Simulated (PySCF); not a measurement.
# Excited-state calculation of BSiH$_{4}$Br

- system: BSiH$_{4}$Br, SMILES B[SiH2]Br
- method: TDDFT CAM-B3LYP/def2-SVPD, vertical, gas phase, core orbitals frozen in the response (PySCF 2.14.0)

The geometry comes from this level: GFN2-xTB.

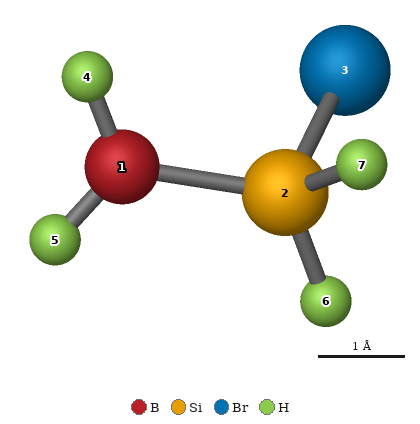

Figure 1. The structure (ball-and-stick view, seen at a tilt; atoms are numbered from 1 in the order of the input). Bond lengths as drawn: Br–Si 2.25 Å, B–H 1.17 Å, B–Si 1.95 Å and H–Si 1.47 Å.

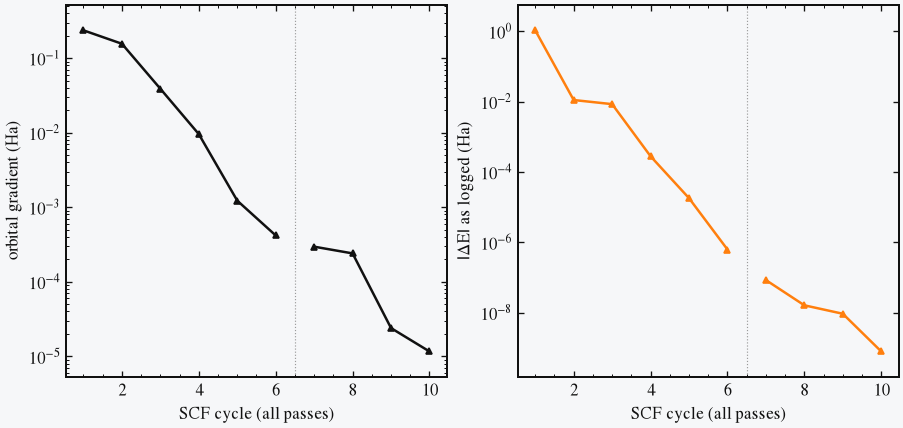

Figure 2. Convergence of the self-consistent field: orbital gradient and size of the energy change against the SCF cycle. The dotted line marks the change from a coarse to the final integration grid. The first 6 cycles use a coarse grid, the final grid takes over at cycle 7, and the field converges after 10 cycles in all.

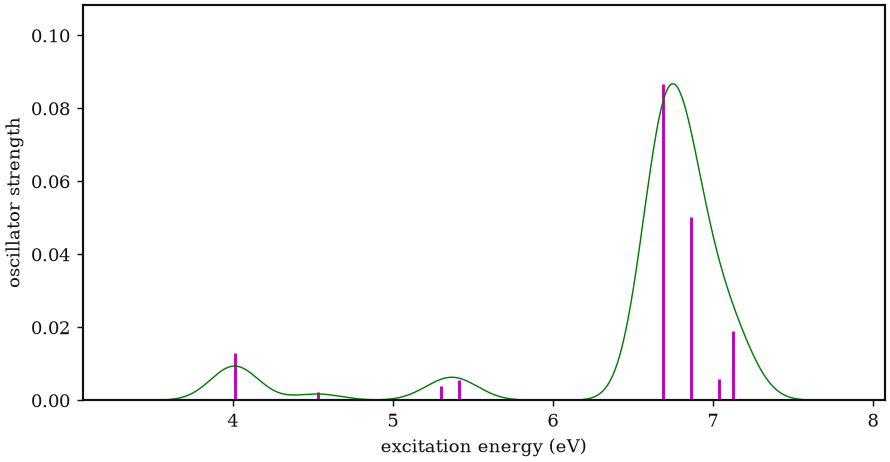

Figure 3. Computed excitations as sticks (degenerate states added up, dark ones marked on the axis), with a Gaussian envelope of 0.35 eV full width at half maximum, scaled to the tallest. Of the 8 states the lowest lies at 4.01 eV (f = 0.013); the strongest line is at 6.69 eV, or 185 nm (f = 0.087).

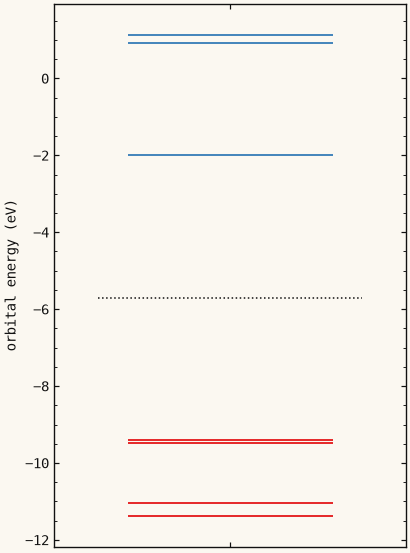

Figure 4. Orbital energies near the frontier; the dotted line parts filled from empty levels, and levels within 0.02 eV of each other stand side by side. Highest filled −9.40 eV, lowest empty −1.99 eV, 7.41 eV apart.

These pictures come from the run below.

The input
```
{"job": {"kind": "uv", "xc": "CAM-B3LYP", "basis": "def2-SVPD", "nstates": 8, "ntriplets": 3}, "charge": 0, "multiplicity": 1}
B     -1.231015     0.208794    -0.023029
Si     0.633656    -0.344153     0.093474
Br     1.896514     1.364363    -0.648856
H     -1.609321     1.165130     0.533224
H     -2.007820    -0.381531    -0.666924
H      1.130832    -1.437350    -0.745789
H      1.190487    -0.570348     1.430822
```

The first line tells a small driver script what to run in PySCF; the rest is the geometry in Å.

Launched with:
```bash
OMP_NUM_THREADS=1 python <driver script> task.json out
```

What the program printed
```
coarse grid: 28816 points
cycle   1  E = -2890.5628349607  dE = -1.064e+00  |g| = 2.355e-01  |ddm| = 3.067e+00
cycle   2  E = -2890.5739318762  dE = -1.110e-02  |g| = 1.556e-01  |ddm| = 6.996e-01
cycle   3  E = -2890.5824107906  dE = -8.479e-03  |g| = 3.879e-02  |ddm| = 3.179e-01
cycle   4  E = -2890.5826895496  dE = -2.788e-04  |g| = 9.560e-03  |ddm| = 5.760e-02
cycle   5  E = -2890.5827074857  dE = -1.794e-05  |g| = 1.225e-03  |ddm| = 2.530e-02
cycle   6  E = -2890.5827081076  dE = -6.219e-07  |g| = 4.186e-04  |ddm| = 4.188e-03
final grid: 57696 points
cycle   7  E = -2890.5827152814  dE = -8.409e-08  |g| = 2.958e-04  |ddm| = 1.373e-03
cycle   8  E = -2890.5827152975  dE = -1.611e-08  |g| = 2.403e-04  |ddm| = 7.980e-04
cycle   9  E = -2890.5827153067  dE = -9.271e-09  |g| = 2.395e-05  |ddm| = 2.659e-04
cycle  10  E = -2890.5827153075  dE = -7.840e-10  |g| = 1.163e-05  |ddm| = 7.764e-05
converged SCF energy = -2890.5827153075

Static polarisability (au): isotropic 63.545, principal 53.978 60.595 76.064

Singlet excitations
state   eV       nm        f      main configurations
  1   4.0110    309.1   0.01284   H->L 0.81, H-2->L 0.12
  2   4.5307    273.7   0.00236   H-1->L 0.97
  3   5.3026    233.8   0.00380   H-3->L 0.58, H-2->L 0.15, H-5->L 0.13
  4   5.4126    229.1   0.00544   H-2->L 0.60, H-5->L 0.12, H->L 0.09
  5   6.6896    185.3   0.08673   H-5->L 0.33, H-3->L 0.27, H-4->L 0.24
  6   6.8651    180.6   0.05018   H-4->L 0.56, H-5->L 0.38
  7   7.0398    176.1   0.00587   H->L+1 0.63, H-1->L+1 0.15, H->L+2 0.10
  8   7.1249    174.0   0.01899   H-1->L+1 0.65, H->L+1 0.14, H-1->L+2 0.11

Triplet excitations (Tamm-Dancoff, eV): 3.2956 4.3436 4.6964
```

Key numbers

| quantity | value |
| --- | --- |
| outcome | converged |
| total energy | −2890.582715 hartree |
| HOMO | −9.40 eV |
| LUMO | −1.99 eV |
| dipole moment | 2.24 D |
| mean polarisability | 63.55 a.u. |
| lowest singlet excitation | 4.01 eV |
| hardware | 1 CPU thread, shared host |
| wall time | 15 s |
| peak memory | 0.48 GiB |

Spin–orbit coupling is left out, which matters for the heavy atoms.
